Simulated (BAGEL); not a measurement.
# CH4GaN (SMILES C=[N][GaH2]): HF/3-21G (density fitting with qzvpp-jkfit)

What is the vertical ionisation energy of CH4GaN at HF/3-21G (density fitting with qzvpp-jkfit)? 

The calculation is run with BAGEL 1.2.2.

3 further runs of the same task are left out: 3 that didn't finish. Runs told in other sessions of the task aren't counted.

## (1) The structure to begin with

The species is CH4GaN (7 atoms), meant as a singlet with charge 0. SMILES: `C=[N][GaH2]`. The coordinates come from a PBE0-D4/def2-TZVP relaxation.

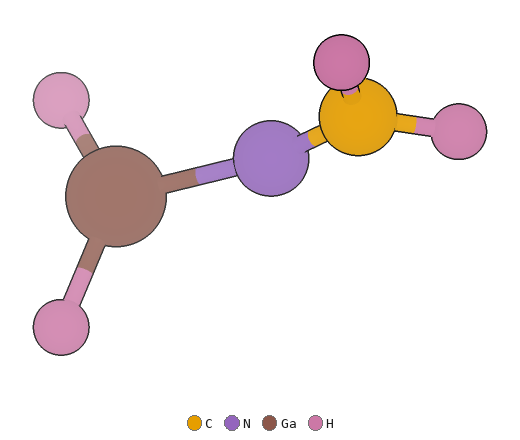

Viewed from a chosen angle; carbon amber, nitrogen purple, gallium brown, hydrogen pink.

## (2) A single-point energy at HF/3-21G (density fitting with qzvpp-jkfit)

Input file input.json:

```json
{ "bagel" : [

{
  "title" : "molecule",
  "basis" : "3-21g",
  "df_basis" : "qzvpp-jkfit",
  "angstrom" : true,
  "geometry" : [
    { "atom" : "C", "xyz" : [   -1.119700,    0.099100,   -0.980300 ] },
    { "atom" : "N", "xyz" : [   -0.311300,   -0.140700,   -0.067900 ] },
    { "atom" : "Ga", "xyz" : [    1.142300,   -0.099700,    0.998500 ] },
    { "atom" : "H", "xyz" : [   -0.943900,    0.853500,   -1.763300 ] },
    { "atom" : "H", "xyz" : [   -2.076800,   -0.439300,   -1.060100 ] },
    { "atom" : "H", "xyz" : [    1.040600,    0.837400,    2.236500 ] },
    { "atom" : "H", "xyz" : [    2.268800,   -1.110200,    0.636700 ] }
  ]
},
{ "title" : "hf" },
{ "title" : "print", "file" : "orbitals.molden", "orbitals" : true }

]}
```

On the command line:

```console
$ BAGEL_NUM_THREADS=1 BAGEL input.json > input.out
```

Output:

```text
* using 1 threads per process

  ===============================================================
  ===============================================================

  *** Geometry ***

  { "atom" : "C", "xyz" : [     -2.115926,      0.187272,     -1.852499 ] },
  { "atom" : "N", "xyz" : [     -0.588272,     -0.265884,     -0.128312 ] },
  { "atom" : "Ga", "xyz" : [      2.158634,     -0.188406,      1.886892 ] },
  { "atom" : "H", "xyz" : [     -1.783712,      1.612881,     -3.332154 ] },
  { "atom" : "H", "xyz" : [     -3.924583,     -0.830157,     -2.003299 ] },
  { "atom" : "H", "xyz" : [      1.966449,      1.582457,      4.226372 ] },
  { "atom" : "H", "xyz" : [      4.287411,     -2.097974,      1.203189 ] },

  Number of auxiliary basis functions:      490

  Since a DF basis is specified, we compute 2- and 3-index integrals:
    o Being stored without compression. Storage requirement is 0.009 GB

  Number of basis functions:       48
  Number of electrons      :       48

    * METHOD: MOLECULE                             0.12

  *** RHF ***

  === Nuclear Repulsion ===
   158.6980207690

      * DIIS with orbital gradients will be used.

  === RHF iteration (3-21g) ===
      0      -2007.80097962          0.02658609           0.03
      1      -2007.86609201          0.02052969           0.02
      2      -2007.93145804          0.00185429           0.02
      3      -2007.93278157          0.00053973           0.02
      4      -2007.93288539          0.00021618           0.02
      5      -2007.93291912          0.00005721           0.02
      6      -2007.93292087          0.00000880           0.02
      7      -2007.93292092          0.00000240           0.02
      8      -2007.93292092          0.00000115           0.02
      9      -2007.93292092          0.00000036           0.02
     10      -2007.93292092          0.00000011           0.02
     11      -2007.93292092          0.00000004           0.02
     12      -2007.93292092          0.00000002           0.02
     13      -2007.93292092          0.00000000           0.02
    * SCF iteration converged.

    * Permanent dipole moment:
           (    0.022257,    -0.259381,     0.332512) a.u.

    * METHOD: HF                                   0.43

    * METHOD: PRINT                                0.00

  ===============================================================
```

It took 0.71 s on 1 thread of Intel Xeon 6975P-C (Granite Rapids), shared host; peak memory 0.084 GiB.

## (3) The doublet cation, same level

Input file input.json:

```json
{ "bagel" : [

{
  "title" : "molecule",
  "basis" : "3-21g",
  "df_basis" : "qzvpp-jkfit",
  "angstrom" : true,
  "geometry" : [
    { "atom" : "C", "xyz" : [      -1.119700,       0.099100,      -0.980300 ] },
    { "atom" : "N", "xyz" : [      -0.311300,      -0.140700,      -0.067900 ] },
    { "atom" : "Ga", "xyz" : [       1.142300,      -0.099700,       0.998500 ] },
    { "atom" : "H", "xyz" : [      -0.943900,       0.853500,      -1.763300 ] },
    { "atom" : "H", "xyz" : [      -2.076800,      -0.439300,      -1.060100 ] },
    { "atom" : "H", "xyz" : [       1.040600,       0.837400,       2.236500 ] },
    { "atom" : "H", "xyz" : [       2.268800,      -1.110200,       0.636700 ] }
  ]
},

{
  "title" : "uhf",
  "charge" : 1,
  "nopen" : 1
},

{
  "title" : "print",
  "file" : "orbitals.molden",
  "orbitals" : true
}

]}
```

On the command line:

```console
$ BAGEL_NUM_THREADS=1 BAGEL input.json > input.out
```

Output:

```text
* using 1 threads per process

  ===============================================================
  ===============================================================

  *** Geometry ***

  { "atom" : "C", "xyz" : [     -2.115926,      0.187272,     -1.852499 ] },
  { "atom" : "N", "xyz" : [     -0.588272,     -0.265884,     -0.128312 ] },
  { "atom" : "Ga", "xyz" : [      2.158634,     -0.188406,      1.886892 ] },
  { "atom" : "H", "xyz" : [     -1.783712,      1.612881,     -3.332154 ] },
  { "atom" : "H", "xyz" : [     -3.924583,     -0.830157,     -2.003299 ] },
  { "atom" : "H", "xyz" : [      1.966449,      1.582457,      4.226372 ] },
  { "atom" : "H", "xyz" : [      4.287411,     -2.097974,      1.203189 ] },

  Number of auxiliary basis functions:      490

  Since a DF basis is specified, we compute 2- and 3-index integrals:
    o Being stored without compression. Storage requirement is 0.009 GB

  Number of basis functions:       48
  Number of electrons      :       48

    * METHOD: MOLECULE                             0.12

  *** Open-shell HF ***

  === Nuclear Repulsion ===
   158.6980207690

      * DIIS with orbital gradients will be used.

  === UHF iteration (3-21g) ===
      0      -2007.56170454          0.03602524           0.05
      1      -2007.63226158          0.02538137           0.05
      2      -2007.65264488          0.01807816           0.05
      3      -2007.66680752          0.00284021           0.05
      4      -2007.66966769          0.00078901           0.05
      5      -2007.67040970          0.00025115           0.05
      6      -2007.67084339          0.00011916           0.05
      7      -2007.67112316          0.00010346           0.05
      8      -2007.67143249          0.00009034           0.05
      9      -2007.67196506          0.00008325           0.05
     10      -2007.67221453          0.00006986           0.05
     11      -2007.67230276          0.00002401           0.05
     12      -2007.67230599          0.00001137           0.05
     13      -2007.67231016          0.00001038           0.05
     14      -2007.67231263          0.00000327           0.05
     15      -2007.67231265          0.00000055           0.05
     16      -2007.67231265          0.00000032           0.05
     17      -2007.67231265          0.00000005           0.05
     18      -2007.67231265          0.00000002           0.04
     19      -2007.67231265          0.00000001           0.05
    * SCF iteration converged.

    * S^2 (UHF) is 0.8862

    * Permanent dipole moment:
           (    1.605769,    -0.270621,     1.562109) a.u.

    * METHOD: UHF                                  1.07

    * METHOD: PRINT                                0.00

  ===============================================================
```

It took 1.4 s on 1 thread of Intel Xeon 6975P-C (Granite Rapids), shared host; peak memory 0.085 GiB.

## (4) What came out

Level: HF/3-21G (density fitting with qzvpp-jkfit).

```
                                          quantity           value
                      singlet CH4GaN: total energy  -2007.93292 Eh
                     singlet CH4GaN: dipole moment          1.07 D
                       singlet CH4GaN: HOMO energy        -9.37 eV
                       singlet CH4GaN: LUMO energy         1.79 eV
                     singlet CH4GaN: HOMO–LUMO gap        11.16 eV
                      doublet cation: total energy  -2007.67231 Eh
                              doublet cation: ⟨S²⟩           0.886
vertical ionisation energy (to the doublet cation)        7.092 eV
```

In words: The vertical ionisation energy comes to 7.09 eV (684 kJ/mol). The negative HOMO energy of the first species, 9.37 eV, lies 2.28 eV above that difference. ⟨S²⟩ (doublet cation) is 0.89 where a pure doublet has 0.75: the reference is spin-contaminated.
